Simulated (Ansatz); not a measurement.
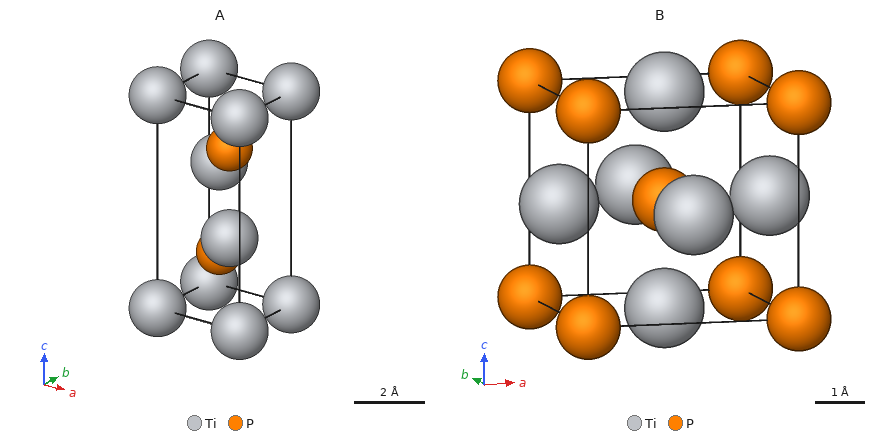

Two structures of Ti3P2, each relaxed to rest (conventional cells in solid outline, small ones repeated, not to one scale). Method: Ansatz 0.2.0, DFT PBE, scalar-relativistic, plane waves, PAW, without spin polarisation.

Which two forms are compared?

A: 5 atoms a cell on a primitive hexagonal lattice, P-3m1. B: 5 atoms a cell on a primitive cubic lattice, Pm-3m.

Compare their energies: which is lower?

A is lower, by 838 meV/atom at this level of theory (energies at zero smearing). Volumes: A 16.1, B 18.2 Å³/atom.

One or both may be structure types tried for this composition rather than known phases.
